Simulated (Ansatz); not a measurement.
**SiH3O (SMILES [O][SiH3]) at 6 levels**

Wanted: a comparison of 6 runs (U-r2SCAN0/STO-3G, U-revPBE/STO-3G, UB2PLYP/STO-3G, UHSE06/STO-3G, UPBE0/STO-3G, UCCSDT(Q)/STO-3G) of SiH3O. 

The results are computed with Ansatz 0.2.0.

65 further runs of the same task are left out: 16 that didn't finish, 49 set aside as unsound or not needed.

## Step 1: The structure to begin with

SiH3O has 5 atoms, charge 0, and is taken as a doublet. SMILES: `[O][SiH3]`. The Si2–O1 distance was set to 3.825 Å, away from the relaxed value. At this shape a bond of the SMILES string is far longer than usual.

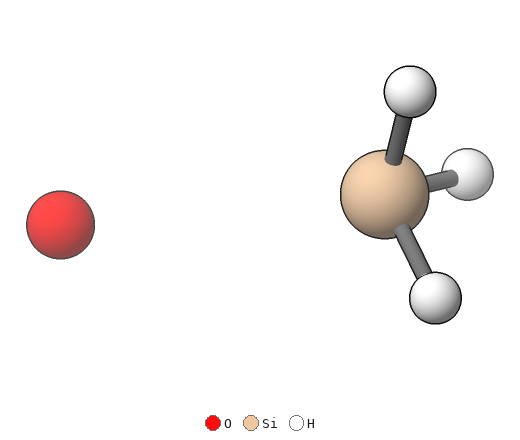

The structure, seen from a chosen angle (oxygen red, silicon light orange, hydrogen white).

## Step 2: The energy at U-r2SCAN0/STO-3G (run 1)

Contents of molecule.yaml:

```yaml
basis:
  gaussian: {orbitals: STO-3G}
crystal:
  periodic: [false, false, false]
  atoms:
    - {symbol: O, position_ang: [-3.442749, 0.657865, 1.695719]}
    - {symbol: Si, position_ang: [-0.065850, 0.007840, 0.019870]}
    - {symbol: H, position_ang: [-0.120650, -0.242400, -1.447490]}
    - {symbol: H, position_ang: [0.685890, -1.159260, 0.572930]}
    - {symbol: H, position_ang: [0.917210, 1.125960, 0.164480]}
accuracy: high
magnetization: {spin_polarized: true, initial_magnetization: 1}
hamiltonian: {xc: {name: r2SCAN0}}
```

Launch:

```sh
$ ansatz run molecule.yaml --threads 1 --pin off --max-ram 2610MiB --events-out events.jsonl --progress --plain --runs-dir runs
```

Output:

```text
Warning: RAYON_NUM_THREADS=1 ignored (pool sized by the plan → 1); use --threads N
Functional definition: r2SCAN0
  name "r2SCAN0"
  parameter a = 0.25
  parameter k0 = 0.174
  parameter k1 = 0.065
  parameter a1 = 4.9479
  exchange = (1 - a)*r2scan_x(k0 = k0, k1 = k1, a1 = a1) + a*exact_x
  correlation = r2scan_c
259 factors; integrals over basis functions are off by at most 2.8e-8 eV
mean field evaluation 1: about -9833.0513 eV, gradient 1.3e1 eV
mean field evaluation 2: about -9614.3857 eV, gradient 2.0e1 eV
mean field evaluation 4: about -9795.5734 eV, gradient 9.7e0 eV
mean field evaluation 8: about -9846.3477 eV, gradient 1.4e0 eV
mean field evaluation 16: about -9846.3807 eV, gradient 1.5e-1 eV
mean field evaluation 32: about -9846.3842 eV, gradient 2.9e-8 eV
mean field evaluation 64: about -9846.3805 eV, gradient 5.9e-3 eV
mean field evaluation 96: about -9846.3811 eV, gradient 1.1e-1 eV
mean field -9846.38420283 eV, -361.8479453349 hartree, gradient 2.9e-8 eV, S^2 1.750734; 6 other end points of the search recorded, 0 dependent functions left out
reference -9846.38420343 eV, -361.8479453572 hartree; 13, 12 occupied and 4, 5 virtual orbitals, 259 factors
Total energy: -9846.38420343 eV, -361.8479453572 hartree
```

Run time: 58 s. Hardware: 1 thread of Arm Neoverse V1, shared host; peak memory 0.21 GiB.

## Step 3: A single-point energy at U-revPBE/STO-3G (run 2)

Contents of in.yaml:

```yaml
basis:
  gaussian:
    orbitals: STO-3G
crystal:
  periodic: [false, false, false]
  atoms:
    - symbol: O
      position_ang: [-3.442749, 0.657865, 1.695719]
    - symbol: Si
      position_ang: [-0.065850, 0.007840, 0.019870]
    - symbol: H
      position_ang: [-0.120650, -0.242400, -1.447490]
    - symbol: H
      position_ang: [0.685890, -1.159260, 0.572930]
    - symbol: H
      position_ang: [0.917210, 1.125960, 0.164480]
magnetization:
  spin_polarized: true
  initial_magnetization: 1
hamiltonian:
  xc: {name: revPBE}
accuracy: high
```

Launch:

```sh
$ ansatz run in.yaml --threads 1 --pin off --max-ram 2610MiB --events-out events.jsonl --progress --plain --runs-dir runs
```

Output, shortened:

```text
Warning: RAYON_NUM_THREADS=1 ignored (pool sized by the plan → 1); use --threads N
Functional definition: revPBE
  name "revPBE"
[...]
259 factors; integrals over basis functions are off by at most 2.8e-8 eV
[...]
mean field -9845.09132419 eV, -361.8004329213 hartree, gradient 8.2e-9 eV, S^2 1.750791; 8 other end points of the search recorded, 0 dependent functions left out
reference -9845.09132636 eV, -361.8004330010 hartree; 13, 12 occupied and 4, 5 virtual orbitals, 259 factors
Total energy: -9845.09132636 eV, -361.8004330010 hartree
```

Wall time 23 s (1 thread of Arm Neoverse V1, shared host); peak memory 0.12 GiB.

Runs 3 to 5 aren't shown in full; the table further down has their settings and results.

## Step 4: The energy at UCCSDT(Q)/STO-3G (run 6)

Contents of run.yaml:

```yaml
crystal:
  periodic: [false, false, false]
  atoms:
    - {symbol: O, position_ang: [-3.442749, 0.657865, 1.695719]}
    - {symbol: Si, position_ang: [-0.065850, 0.007840, 0.019870]}
    - {symbol: H, position_ang: [-0.120650, -0.242400, -1.447490]}
    - {symbol: H, position_ang: [0.685890, -1.159260, 0.572930]}
    - {symbol: H, position_ang: [0.917210, 1.125960, 0.164480]}
basis:
  gaussian:
    orbitals: STO-3G
magnetization:
  spin_polarized: true
  initial_magnetization: 1
correlation:
  method: ccsdt_q
  frozen_orbitals: {H: 0, O: 1, Si: 5}
accuracy: high
scf:
  omitted_lower_state_checks: [cluster_reference, increment]
```

Launch:

```sh
$ ansatz run run.yaml --threads 1 --pin off --max-ram 2610MiB --events-out events.jsonl --progress --plain --runs-dir runs
```

Output:

```text
Warning: RAYON_NUM_THREADS=1 ignored (pool sized by the plan → 1); use --threads N
[... 17 lines left out ...]
6 core orbitals not correlated: weight in the atoms' cores, before any rotation towards them, 1.000 or more for the frozen orbitals, at most 0.000 for the correlated occupied ones
[... 194 lines left out ...]
Total energy: -9826.83201820 eV, -361.1294158027 hartree
Checks for a lower state left out: cluster_reference, increment
```

Wall time 2.5 s (1 thread of Arm Neoverse V1, shared host).

## Step 5: All runs side by side

| run | level | frozen core orbitals | energy (Eh) | ⟨S²⟩ | wall time |
| --- | --- | --- | --- | --- | --- |
| 1 | U-r2SCAN0/STO-3G | – | -361.847945 | 1.751 | 58 s |
| 2 | U-revPBE/STO-3G | – | -361.800433 | 1.751 | 23 s |
| 3 | UB2PLYP/STO-3G | 6 | -361.658049 | 1.750 | 14 s |
| 4 | UHSE06/STO-3G | – | -361.686692 | 1.751 | 17 s |
| 5 | UPBE0/STO-3G | – | -361.696669 | 1.751 | 15 s |
| 6 | UCCSDT(Q)/STO-3G | 6 | -361.129416 | 1.751 | 2.5 s |

## Step 6: Outcome

| quantity | value |
| --- | --- |
| run 6: total energy | -361.12942 Eh |
| run 6: correlation energy (6 core orbitals frozen) | -55.8 mEh |
| run 6: ⟨S²⟩ of the reference determinant | 1.751 |
| run 6: T1 diagnostic | 0.003 |

In words: Totals of different functionals can't be ranked against each other. In runs 1, 2, 3, 4, 5, 6 the basis is minimal, so the values are rough. Spin contamination of the reference: run 6 ⟨S²⟩ = 1.75, run 2 ⟨S²⟩ = 1.75, run 1 ⟨S²⟩ = 1.75, run 5 ⟨S²⟩ = 1.75, run 4 ⟨S²⟩ = 1.75, run 3 ⟨S²⟩ = 1.75. Where it is this large, the reference is a mixture of spin states, and values that rest on it are in doubt. All runs together took 2.2 min, the longest 58 s.
